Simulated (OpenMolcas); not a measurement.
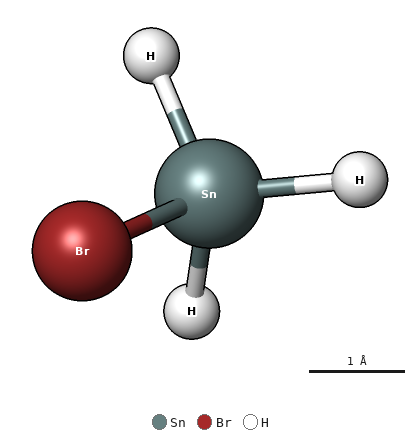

**Figure 1.** The structure as given in the input (ball-and-stick view, seen at a tilt). Sticks mark near contacts.

Run report: SnH3Br, energy and gradient calculation

The run: energy and gradient calculation of SnH3Br, SMILES [H][Sn]([H])([H])[Br]. Method and program: PBE0/def2-SVPD, RKS (OpenMolcas 26.06).

The geometry comes from this level: GFN2-xTB.

## Output
```
--- Start Module: gateway ---

                                              &GATEWAY

                       available to each process: 1.9 GB of memory, 1 thread

 Basis Set     1 Label: SN.DEF2-SVPD
 Basis set is read from library:.
 basistype.tbl is not found

 Basis Set     2 Label: BR.DEF2-SVPD
 Basis set is read from library:.
 basistype.tbl is not found

 Basis Set     3 Label: H.DEF2-SVPD
 Basis set is read from library:.
 basistype.tbl is not found

++    Symmetry information:
      ---------------------

                    Character Table for C1

                             E
                    a        1  x, y, xy, Rz, z, xz, Ry, yz, Rx, I
--

++    Basis set information:
      ----------------------

      Basis set label: SN.DEF2-SVPD....ECP.....

      Electronic valence basis set:
      ------------------
      Associated Effective Charge  22.000000 au
      Associated Actual Charge     50.000000 au
      Nuclear Model: Point charge

      Shell  nPrim  nBasis  Cartesian Spherical Contaminant
         s      11       5        X
         p       7       4        X
         d       7       3                 X

      Pseudo Potential specification:
      =======================================

      Number of Core Electrons:  28

      Potential  nTerms
           H       2
         s-H       4
         p-H       6
         d-H       6

      Effective Core Potential specification:
      =======================================

      Basis set label: BR.DEF2-SVPD.........

      Electronic valence basis set:
      ------------------
      Associated Effective Charge  35.000000 au
      Associated Actual Charge     35.000000 au
      Nuclear Model: Point charge

      Shell  nPrim  nBasis  Cartesian Spherical Contaminant
         s      15       6        X
         p      11       5        X
         d       7       4                 X

      Basis set label: H.DEF2-SVPD.........

      Electronic valence basis set:
      ------------------
      Associated Effective Charge   1.000000 au
      Associated Actual Charge      1.000000 au
      Nuclear Model: Point charge

      Shell  nPrim  nBasis  Cartesian Spherical Contaminant
         s       4       2        X
         p       2       2        X
--

++    Molecular structure info:
      -------------------------

                    ************************************************
                    **** Cartesian Coordinates / bohr, angstrom ****
                    ************************************************

     Center  Label                x              y              z                     x              y              z
        1      SN1             -0.002948       0.002929      -0.379835             -0.001560       0.001550      -0.201000
        2      BR2              0.023981      -0.039117       4.259594              0.012690      -0.020700       2.254080
        3      H3               3.020708       0.021505      -1.309486              1.598490       0.011380      -0.692950
        4      H4              -1.528089       2.630518      -1.260485             -0.808630       1.392010      -0.667020
        5      H5              -1.513652      -2.615834      -1.309788             -0.800990      -1.384240      -0.693110

                    ***************************************
                    *    InterNuclear Distances / bohr    *
                    ***************************************

               1 SN1           2 BR2           3 H3            4 H4            5 H5
    1 SN1      0.000000
    2 BR2      4.639697        0.000000
    3 H3       3.163399        6.324452        0.000000
    4 H4       3.163198        6.325120        5.244131        0.000000
    5 H5       3.163062        6.326279        5.245568        5.246604        0.000000

                    *******************************************
                    *    InterNuclear Distances / angstrom    *
                    *******************************************

               1 SN1           2 BR2           3 H3            4 H4            5 H5
    1 SN1      0.000000
    2 BR2      2.455222        0.000000
    3 H3       1.673999        3.346756        0.000000
    4 H4       1.673892        3.347109        2.775074        0.000000
    5 H5       1.673820        3.347722        2.775835        2.776383        0.000000
--

            Nuclear Potential Energy            203.99588495 au

--- Stop Module: gateway /rc=_RC_ALL_IS_WELL_ ---

--- Start Module: seward ---

                                              &SEWARD

                       available to each process: 1.9 GB of memory, 1 thread

               SEWARD will generate:
                  Multipole Moment integrals up to order  2
                  Kinetic Energy integrals
                  Nuclear Attraction integrals (point charge)
                  One-Electron Hamiltonian integrals modified with ECP contributions
                  Velocity integrals
                  Pseudo Potential integrals
                  Orbital angular momentum around (  0.0075  -0.0134   1.4204 )
                  Velocity quadrupole around (  0.0075  -0.0134   1.4204 )
                  Two-Electron Repulsion integrals

                   Integrals are discarded if absolute value <: 1.00E-14
                   Integral cutoff threshold is set to       <: 1.00E-16

            Nuclear Potential Energy            203.99588495 au

      Basis set specifications :
      Symmetry species         a
      Basis functions           97

--- Stop Module: seward /rc=_RC_ALL_IS_WELL_ ---
--- Module seward spent 2 seconds ---

--- Start Module: scf ---

                                                &SCF

                       available to each process: 1.9 GB of memory, 1 thread

 ###############################################################################
 ###     Minimized-density-differences option turned off!                    ###
 ###############################################################################
++    Input section:
      --------------

      Header of the integral files:

      Cartesian coordinates in angstrom:
      -----------------------------------------------------
      No.  Label        X            Y            Z
      -----------------------------------------------------
       1   SN1       -0.00156000   0.00155000  -0.20100000
       2   BR2        0.01269000  -0.02070000   2.25408000
       3   H3         1.59849000   0.01138000  -0.69295000
       4   H4        -0.80863000   1.39201000  -0.66702000
       5   H5        -0.80099000  -1.38424000  -0.69311000
      -----------------------------------------------------
      Nuclear repulsion energy =  203.99588495
--

++    Orbital specifications:
      -----------------------

      Symmetry species               1
                                     a
      Frozen orbitals                0
      Occupied orbitals             30
      Secondary orbitals            67
      Deleted orbitals               0
      Total number of orbitals      97
      Number of basis functions     97
--

      Molecular charge                           0.000

      Numerical integration parameters
      --------------------------------
      Radial quadrature type:                         MHL
      Size of radial grid:                            99
      Lebedev angular grid:                           41
      Angular grid pruned with the crowding factor:  1.00E+10
                                 and fading factor:  1.00E+01
      Screening threshold for integral computation:   1.00E-11
      Radial quadrature accuracy:                     1.00E-25
      Maximum batch size:                             128
      AO values are stored on disk
      The same grid will be used for all iterations.

      DFT functional specifications
      -----------------------------
      Using Libxc version: 6.2.2
      Please cite the following reference:
      S. Lehtola, C. Steigemann, M. J.T. Oliveira, and M. A.L. Marques.,  SoftwareX 7, 1–5 (2018) doi:10.1016/j.softx.2017.11.002

      * PBEH (PBE0)

++    Optimization specifications:
      ----------------------------

      SCF Algorithm: Conventional
      D(i)-D(i-1) density differences are used
      Number of density matrices in core                 5
      Maximum number of NDDO SCF iterations            400
      Maximum number of HF SCF iterations              400
      Threshold for SCF energy change             1.00E-10
      Threshold for density matrix                1.00E-07
      Threshold for Fock matrix                   1.00E-07
      Threshold for linear dependence             1.00E-09
      Threshold at which DIIS is turned on        1.50E-01
      Maximum depth in the DIIS procedure                5
      Maximum depth in the BFGS Hessian update          30
      Threshold at which QNR/C2DIIS is turned on  7.50E-02
      Threshold for Norm(delta) (QNR/C2DIIS)      1.00E-05
      All orbitals punched on: SCFORB
--

      Input vectors read from INPORB
      Orbital file label: *Guess orbitals

++ Convergence information
                                   PBE0       iterations: Energy and convergence statistics

Iter     Tot. PBE0       One-elec.       Two-elec.     Energy      Max Dij or  Max Fij      DNorm      TNorm      AccCon     Time
         Energy          Energy          Energy        Change      Delta Norm                                                in Sec.

 The total and one-electron energies are shifted by a value of      2000. a.u.

   1  -770.297732882 -2420.923744488  1446.630126660   0.00E+00    6.04E-01*   1.70E+01*    1.38E+01   4.00E+02   None         1.
   2  -789.271335481 -2455.348154343  1462.080933917  -1.90E+01*   3.45E-01*   1.70E-01*    7.59E+00   4.02E+02   EDIIS        1.
   3  -789.278356598 -2447.430952388  1454.156710844  -7.02E-03*   3.42E-02*   5.77E-02*    4.59E+00   4.01E+02   EDIIS        1.
   4  -789.663562899 -2449.805494492  1456.146046647  -3.85E-01*   4.14E-02*   7.95E-03*    6.81E-01   4.01E+02   c2DIIS       1.
   5  -789.664161749 -2451.481222369  1457.821175674  -5.99E-04*   3.95E-02*   7.48E-03*    1.98E-01   4.01E+02   QNRc2DIIS    1.
   6  -789.663978044 -2449.740571779  1456.080708790   1.84E-04*   2.14E-02*   8.56E-03*    1.94E-01   4.01E+02   QNRc2DIIS    1.
   7  -789.664978074 -2450.610402719  1456.949539700  -1.00E-03*   1.33E-03*   6.14E-04*    1.03E-01   4.01E+02   QNRc2DIIS    1.
   8  -789.664983754 -2450.635019331  1456.974150632  -5.68E-06*   1.12E-04*   3.04E-05*    1.00E-02   4.01E+02   QNRc2DIIS    1.
   9  -789.664983776 -2450.630684022  1456.969815301  -2.20E-08*   7.30E-05*   1.44E-05*    6.98E-04   4.01E+02   QNRc2DIIS    1.
  10  -789.664983778 -2450.631214834  1456.970346112  -1.75E-09*   2.86E-05*   6.57E-06*    3.94E-04   4.01E+02   QNRc2DIIS    1.
  11  -789.664983778 -2450.631185426  1456.970316702  -9.55E-10*   9.73E-07    1.08E-06*    1.68E-04   4.01E+02   QNRc2DIIS    1.
  12  -789.664983778 -2450.631229415  1456.970360692  -1.36E-12    3.21E-07    3.99E-07*    6.73E-06   4.01E+02   QNRc2DIIS    1.
  13  -789.664983778 -2450.631218215  1456.970349491   4.55E-13*   4.55E-08    4.76E-08     1.93E-06   4.01E+02   QNRc2DIIS    1.
  14  -789.664983778 -2450.631219182  1456.970350458  -2.27E-12    6.08E-09    3.84E-09     2.44E-07   4.01E+02   QNRc2DIIS    1.

       Convergence after  14 Iterations
--

 *****************************************************************************************************************************
 *                                             SCF/KS-DFT Program, Final results                                             *
 *                                                       Final Results                                                       *
 *****************************************************************************************************************************

::    Total KS-DFT energy                           -2789.6649837785
      One-electron energy                           -4450.6312191819
      Two-electron energy                            1456.9703504580
      Nuclear repulsion energy                        203.9958849454
      Kinetic energy (interpolated)                  2655.1434688493
      Virial theorem                                    1.0506644995
      Total spin, S(S+1)                                0.0000000000
      Total spin, S                                     0.0000000000
      Max non-diagonal density matrix element           0.0000000043
      Max non-diagonal Fock matrix element              0.0000000009

      All orbitals with orbital energies smaller than  E(LUMO)+0.5 are printed

++    Molecular orbitals:
      -------------------

      Title: RKS-DFT orbitals

      Molecular orbitals for symmetry species 1: a

          Orbital            1         2         3         4         5         6         7         8         9        10
          Energy         -483.1885  -62.6210  -56.4103  -56.4079  -56.4079   -8.7657   -6.5778   -6.5690   -6.5690   -5.1768
          Occ. No.          2.0000    2.0000    2.0000    2.0000    2.0000    2.0000    2.0000    2.0000    2.0000    2.0000

          Orbital           11        12        13        14        15        16        17        18        19        20
          Energy           -3.5129   -3.5074   -3.5074   -2.6637   -2.6612   -2.6612   -2.6542   -2.6542   -1.0795   -1.0753
          Occ. No.          2.0000    2.0000    2.0000    2.0000    2.0000    2.0000    2.0000    2.0000    2.0000    2.0000

          Orbital           21        22        23        24        25        26        27        28        29        30
          Energy           -1.0753   -1.0699   -1.0699   -0.7800   -0.5498   -0.3692   -0.3690   -0.3611   -0.3015   -0.3015
          Occ. No.          2.0000    2.0000    2.0000    2.0000    2.0000    2.0000    2.0000    2.0000    2.0000    2.0000

          Orbital           31        32        33        34        35        36        37        38        39        40
          Energy           -0.0401   -0.0073    0.0226    0.0228    0.0382    0.0670    0.0670    0.0865    0.0876    0.0877
          Occ. No.          0.0000    0.0000    0.0000    0.0000    0.0000    0.0000    0.0000    0.0000    0.0000    0.0000

          Orbital           41        42        43        44        45        46        47        48        49        50
          Energy            0.1013    0.1337    0.1337    0.1623    0.1696    0.1696    0.2194    0.2194    0.2360    0.2422
          Occ. No.          0.0000    0.0000    0.0000    0.0000    0.0000    0.0000    0.0000    0.0000    0.0000    0.0000

          Orbital           51        52        53        54        55        56        57        58        59        60
          Energy            0.2439    0.2439    0.2713    0.3000    0.3000    0.3502    0.3576    0.3576    0.3844    0.4490
          Occ. No.          0.0000    0.0000    0.0000    0.0000    0.0000    0.0000    0.0000    0.0000    0.0000    0.0000

          Orbital           61        62
          Energy            0.4491    0.4528
          Occ. No.          0.0000    0.0000

--

++    Molecular charges:
      ------------------

      Mulliken charges per centre and basis function type
      ---------------------------------------------------

                SN1     BR2     H3      H4      H5
      1s       3.2476  8.0055  0.9790  0.9789  0.9788
      2px      2.8162  5.9544  0.0069  0.0041  0.0040
      2pz      2.4468  5.5365  0.0105  0.0102  0.0105
      2py      2.8162  5.9544  0.0030  0.0061  0.0058
      3d2+     2.0342  1.9999  0.0000  0.0000  0.0000
      3d1+     2.0403  2.0065  0.0000  0.0000  0.0000
      3d0      2.0456  2.0174  0.0000  0.0000  0.0000
      3d1-     2.0398  2.0065  0.0000  0.0000  0.0000
      3d2-     2.0346  1.9999  0.0000  0.0000  0.0000
      Total   21.5212 35.4810  0.9993  0.9993  0.9992

      N-E      0.4788 -0.4810  0.0007  0.0007  0.0008

      Total electronic charge=   60.000000

      Total            charge=   -0.000000
--

++    Molecular properties:
      ---------------------

      Charge (e):
                      =   -0.0000
      Dipole Moment (debye):
      Origin of the operator (angstrom)=    0.0040   -0.0071    0.7517
                   X= -1.5130E-02               Y=  1.9311E-02               Z= -2.2747E+00           Total=  2.2749E+00
      Quadrupole Moment (debye*angstrom):
      Origin of the operator (angstrom)=    0.0040   -0.0071    0.7517
                  XX= -4.5833E+01              XY=  4.4369E-04              XZ=  8.9089E-03              YY= -4.5831E+01
                  YZ= -7.1457E-03              ZZ= -4.4819E+01
      In traceless form (debye*angstrom)
                  XX= -5.0784E-01              XY=  6.6554E-04              XZ=  1.3363E-02              YY= -5.0556E-01
                  YZ= -1.0719E-02              ZZ=  1.0134E+00
--

--- Stop Module: scf /rc=_RC_ALL_IS_WELL_ ---
--- Module scf spent 12 seconds ---

--- Start Module: alaska ---

                                              &ALASKA

                       available to each process: 1.9 GB of memory, 1 thread

                     Threshold for contributions to the gradient: 1.000E-07

                    ********************************************
                    * Symmetry Adapted Cartesian Displacements *
                    ********************************************

           Irreducible representation : a
           Basis function(s) of irrep: x, y, xy, Rz, z, xz, Ry, yz, Rx, I

 Basis Label        Type   Center Phase
   1   SN1          x         1     1
   2   SN1          y         1     1
   3   SN1          z         1     1
   4   BR2          x         2     1
   5   BR2          y         2     1
   6   BR2          z         2     1
   7   H3           x         3     1
   8   H3           y         3     1
   9   H3           z         3     1
  10   H4           x         4     1
  11   H4           y         4     1
  12   H4           z         4     1
  13   H5           x         5     1
  14   H5           y         5     1
  15   H5           z         5     1

                     No automatic utilization of translational and rotational invariance of the energy is employed.

 Rotational correction to the DFT gradient is turned off due to close-to-degeneracy problems!

 DFT contribution computed for a moving grid.

 Conventional ERI gradients!

 **************************************************
 *              Molecular gradients               *
 **************************************************

  Irreducible representation: a
 ------------------------------------------------------------------------------------------
                              X                       Y                       Z
 ------------------------------------------------------------------------------------------
  SN1              -4.60091435648957E-05   -1.19532086911789E-04    7.00043035197595E-03
  BR2              -6.47647679281049E-05    1.38502136326824E-04   -1.38759957877568E-02
  H3               -9.24209323052860E-03   -2.68270373386809E-05    2.33774374223694E-03
  H4                4.71276228181683E-03   -8.01908076706948E-03    2.19990720157304E-03
  H5                4.64010486019273E-03    8.02693775500440E-03    2.33791449162357E-03
 ------------------------------------------------------------------------------------------

--- Stop Module: alaska /rc=_RC_ALL_IS_WELL_ ---
--- Module alaska spent 5 seconds ---

.##################.
.# Happy landing! #.
.##################.

    Timing: Wall=20.41 User=17.66 System=2.74
```

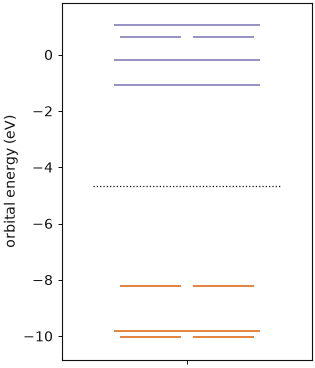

**Figure 2.** Orbital energies near the frontier; the dotted line parts filled from empty levels, and levels within 0.02 eV of each other stand side by side. Highest filled −8.20 eV, lowest empty −1.09 eV, 7.11 eV apart.

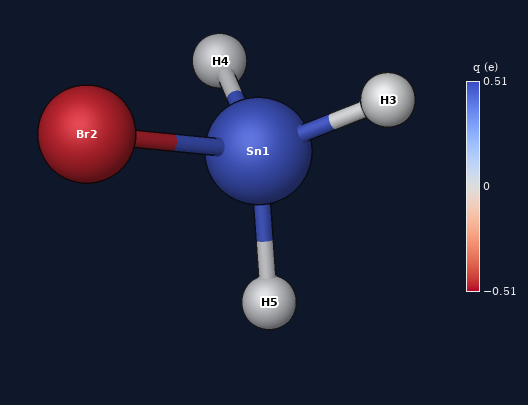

**Figure 3.** Mulliken charges, as the colour of each atom (ball-and-stick view, seen at a tilt; atoms are numbered from 1 in the order of the input). By element: Sn +0.48, Br −0.48 and H 0.00 e.

The run was set up as follows.

## Input file
```
* BrH3Sn Kohn-Sham DFT

&gateway
  baslib = $CurrDir
  coord
  5
  angstrom
  Sn      -0.001560       0.001550      -0.201000
  Br       0.012690      -0.020700       2.254080
  H        1.598490       0.011380      -0.692950
  H       -0.808630       1.392010      -0.667020
  H       -0.800990      -1.384240      -0.693110
  basis = def2-SVPD
  group = NoSym

&seward
  gridinput
  Grid=UltraFine
  End of Grid

&scf
  ksdft = PBE0
  thresholds = 1e-10 1e-07 1e-07 1e-05
  prorbitals = 1 1

&alaska
```

Launched with:
```bash
export MOLCAS_MEM=1860
pymolcas run.input > run.log
```

## Summary

| quantity | value |
| --- | --- |
| outcome | converged |
| total energy | −2789.664984 hartree |
| basis functions | 97 |
| largest force | 0.714 eV/Å |
| HOMO | −8.20 eV |
| LUMO | −1.09 eV |
| dipole moment | 2.27 debye |
| hardware | 1 thread of Intel Xeon (Granite Rapids), 64 GiB of memory available, shared host |
| wall time | 21 s |
| peak memory | 0.54 GiB |
